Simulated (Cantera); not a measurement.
A closed system holds: 1 mol C2H2, 0.83 mol CO2, 12 mol N2, held at 6900000 Pa.

Method: chemical equilibrium by Gibbs-energy minimisation in Cantera with the NASA 1993 tables (ideal gas, pure condensed phases). Candidate condensed phases: C, C6H6, C7H8, C8H18, H2O; 169 gas species. Ions and electrons are included (thermal ionisation). The ideal-gas law is rough above about 30 bar. Rates play no part.

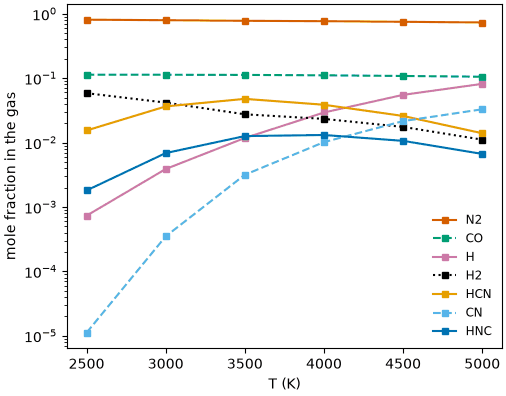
Fig. 1. Equilibrium gas composition (values under 1e-9 drawn at 1e-9)

Q: Read off the mole fractions at 3000 K.

A: N2 about 0.79, CO about 0.11, H2 about 0.042, HCN about 0.036, HNC about 0.0069, H about 0.0039, CN about 0.00035.
